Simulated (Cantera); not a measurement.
A closed system holds: 1 mol HBr, 0.23 mol O2, a varied amount of H2, held at 2300 °C and 315 Torr.

These are equilibrium values from Cantera (NASA tables, ideal gas, pure condensed phases), not measurements of a reactor. Candidate condensed phases: Br2, H2O; 12 gas species. Equilibrium is a limit: real reactors are often held back by kinetics, nucleation or transport.

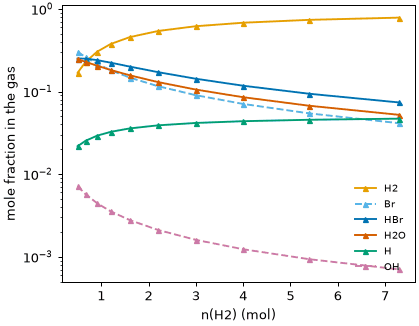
Figure: Equilibrium gas composition (values under 1e-9 drawn at 1e-9)

From 0.5 mol H2 to 7.3 mol H2 nothing is condensed.
